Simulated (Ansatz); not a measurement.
Input

```
crystal:
  periodic: [false, false, false]
  atoms:
    - symbol: C
      position_ang: [-2.061432, 1.012615, 2.615331]
    - symbol: Ga
      position_ang: [-0.714269, -0.405450, 2.975236]
    - symbol: N
      position_ang: [0.640037, -0.046212, 1.330393]
    - symbol: H
      position_ang: [-1.624541, 2.024053, 2.651081]
    - symbol: H
      position_ang: [-2.854198, 0.979843, 3.380455]
    - symbol: H
      position_ang: [-2.554908, 0.883211, 1.638152]
    - symbol: H
      position_ang: [0.320279, -0.174202, 4.157422]
    - symbol: H
      position_ang: [-1.090946, -1.905878, 2.617271]
    - symbol: H
      position_ang: [1.025727, 0.896997, 1.367255]
    - symbol: H
      position_ang: [0.169250, -0.154876, 0.432445]
    - symbol: H
      position_ang: [1.420893, -0.701452, 1.352265]
basis:
  gaussian:
    orbitals: def2-TZVPD
hamiltonian:
  xc: {name: PBE0}
output: {forces: true, orbitals: {seedname: orbitals}}
```

Command:

```sh
ansatz run input.yaml --threads 2 --pin off --max-ram 4350MiB --events-out events.jsonl --progress --plain --runs-dir runs
```

Geometry: PBE0-D3(BJ)/def2-SVP.

Method: isolated molecule in a Gaussian basis; Kohn-Sham density functional theory, functional PBE0 (Ansatz 0.2.0).

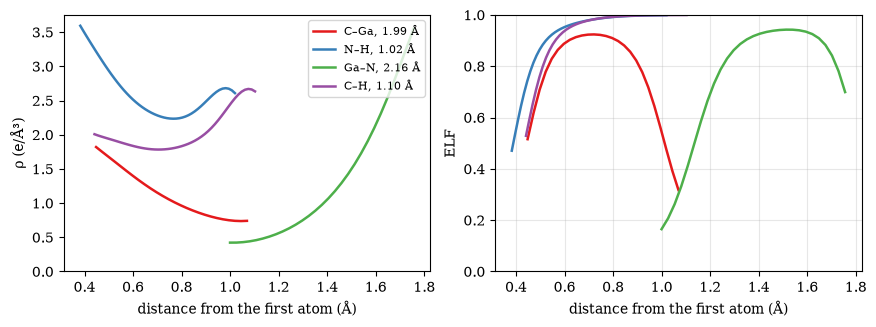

CH8GaN (SMILES [CH3][GaH2-][NH3+]). Total electron density and ELF along straight lines between neighbouring atoms. The curves leave out the atomic cores.

Q: What can be read from the curves?

A: C–Ga (1.99 Å): ρ is about 0.75 e/Å³ halfway; the ELF peaks at about 0.90 in the valence shell of C, 0.7 Å from its nucleus, and is about 0.55 at the midpoint.
N–H (1.02 Å): ρ is about 2.9 e/Å³ halfway; the ELF climbs to about 1 towards the hydrogen, as it does in any bond to H: an ordinary covalent bond to hydrogen.
Ga–N (2.16 Å): ρ is about 0.44 e/Å³ halfway; the ELF peaks at about 0.95 in the valence shell of N, 0.6 Å from its nucleus, and is about 0.35 at the midpoint.
C–H (1.10 Å): ρ is about 1.9 e/Å³ halfway; the ELF climbs to about 1 towards the hydrogen (a covalent bond by its length).
